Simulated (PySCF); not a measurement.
BBr₃: geometry relaxation

- system: BBr₃
- method: PBE0-D3(BJ)/def2-SVP geometry optimisation, gas phase (PySCF 2.14.0)

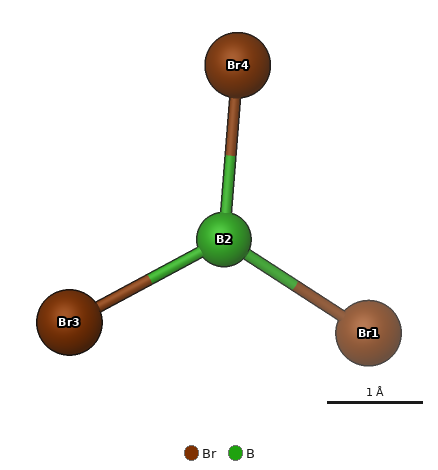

*The starting structure (ball-and-stick view, seen at a tilt; atoms are numbered from 1 in the order of the input).*

Bond lengths as drawn: B–Br 1.85 to 1.91 Å.

**Input file**
```
{"job": {"xc": "PBE0", "basis": "def2-SVP", "d3": "d3bj", "grid": 1, "shake": 0.01, "kind": "geom"}, "charge": 0, "multiplicity": 1}
Br     1.864970    -0.382930    -0.300380
B     -0.002930    -0.003380    -0.225680
Br    -0.670130     1.683320    -0.747410
Br    -1.153910    -1.322390     0.368820
```

The first line tells a small driver script what to run in PySCF; the rest is the geometry in Å.

Hardware: 1 CPU thread, shared host.

Launched with:
```bash
OMP_NUM_THREADS=1 python <driver script> task.json out
```

**What the program printed**
```
step   0  E = -7745.54971889  max force = 0.015616
step   1  E = -7745.55075892  max force = 0.006139
step   2  E = -7745.55087352  max force = 0.002254
step   3  E = -7745.55083294  max force = 0.002731
step   4  E = -7745.55091452  max force = 0.000770
step   5  E = -7745.55092492  max force = 0.000400
step   6  E = -7745.55092527  max force = 0.000055
optimisation converged
```

**Trajectory as extended XYZ (Å, eV, eV/Å), 7 frames, from step=0 to step=6**
```
4
Properties=species:S:1:pos:R:3:forces:R:3 step=0 energy=-210767.14334
Br    1.8650   -0.3829   -0.3004   -0.0001   0.1279  -0.0416
B    -0.0029   -0.0034   -0.2257    0.7907   0.3969  -0.2284
Br   -0.6701    1.6833   -0.7474   -0.0243   0.2782  -0.0982
Br   -1.1539   -1.3224    0.3688   -0.7663  -0.8030   0.3682
4
Properties=species:S:1:pos:R:3:forces:R:3 step=1 energy=-210767.17164
Br    1.8363   -0.3533   -0.2557    0.0805  -0.0398   0.0011
B    -0.0360   -0.0801   -0.2760   -0.3157  -0.1948   0.1308
Br   -0.7489    1.5697   -0.8903   -0.0067  -0.0414   0.0017
Br   -1.2186   -1.4619    0.3394    0.2419   0.2760  -0.1335
4
Properties=species:S:1:pos:R:3:forces:R:3 step=2 energy=-210767.17476
Br    1.8376   -0.3668   -0.2565    0.0252   0.0449   0.0215
B    -0.0362   -0.0721   -0.2591   -0.0930  -0.1159  -0.0651
Br   -0.7595    1.5631   -0.8951    0.0401   0.0400   0.0176
Br   -1.2091   -1.4498    0.3281    0.0276   0.0310   0.0260
4
Properties=species:S:1:pos:R:3:forces:R:3 step=3 energy=-210767.17365
Br    1.8369   -0.3602   -0.2467   -0.0093  -0.0003  -0.0482
B    -0.0433   -0.0883   -0.2868    0.1064   0.1078   0.0968
Br   -0.7539    1.5655   -0.8863    0.0005   0.0330  -0.0642
Br   -1.2068   -1.4425    0.3372   -0.0976  -0.1405   0.0156
4
Properties=species:S:1:pos:R:3:forces:R:3 step=4 energy=-210767.17587
Br    1.8361   -0.3567   -0.2528   -0.0044  -0.0161  -0.0042
B    -0.0436   -0.0848   -0.2738    0.0396   0.0395   0.0192
Br   -0.7489    1.5660   -0.8918   -0.0177   0.0052  -0.0164
Br   -1.2108   -1.4501    0.3358   -0.0175  -0.0285   0.0014
4
Properties=species:S:1:pos:R:3:forces:R:3 step=5 energy=-210767.17615
Br    1.8371   -0.3612   -0.2522   -0.0037   0.0144  -0.0021
B    -0.0407   -0.0800   -0.2702   -0.0206  -0.0136   0.0009
Br   -0.7541    1.5659   -0.8945    0.0181  -0.0093   0.0019
Br   -1.2095   -1.4503    0.3344    0.0061   0.0085  -0.0006
4
Properties=species:S:1:pos:R:3:forces:R:3 step=6 energy=-210767.17617
Br    1.8364   -0.3587   -0.2525    0.0021   0.0000   0.0025
B    -0.0419   -0.0814   -0.2699   -0.0010  -0.0005  -0.0028
Br   -0.7514    1.5652   -0.8952   -0.0011   0.0000  -0.0018
Br   -1.2101   -1.4507    0.3351    0.0001   0.0005   0.0020
```

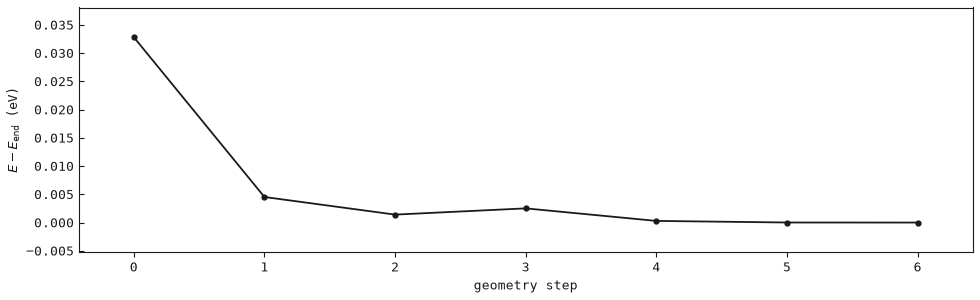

*Progress of the relaxation, step by step (steps are counted from 0).*

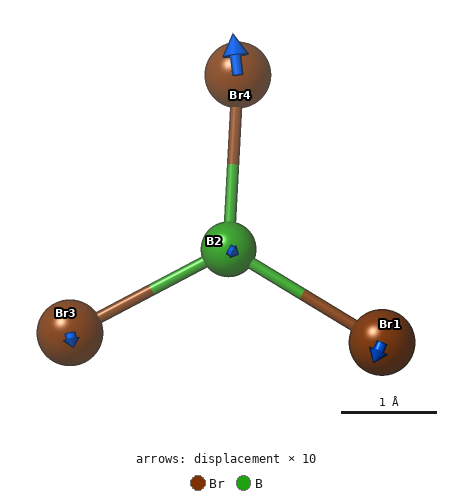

*The starting structure with the displacements as blue arrows, magnified 10 times (ball-and-stick view, seen at a tilt). The two geometries are laid on each other by the best rigid fit.*

The energy falls by 0.033 eV in 6 geometry steps. The largest force component goes from 0.8 to 0.0028 eV/Å. The largest move after the best rigid fit is that of Br4, 0.045 Å. Largest moves by element: Br 0.045 Å, B 0.013 Å. Among the contacts that change: B2–Br4 1.849 → 1.899 Å, B2–Br3 1.887 → 1.899 Å, Br1–B2 1.908 → 1.899 Å. (Atoms are counted from 1 in the order of the input.)

**Summary**

- outcome: converged
- total energy: −7745.550925 hartree
- dipole moment: 0.00 D
- point group: D3h
- wall time: 45 s
- peak memory: 0.47 GiB
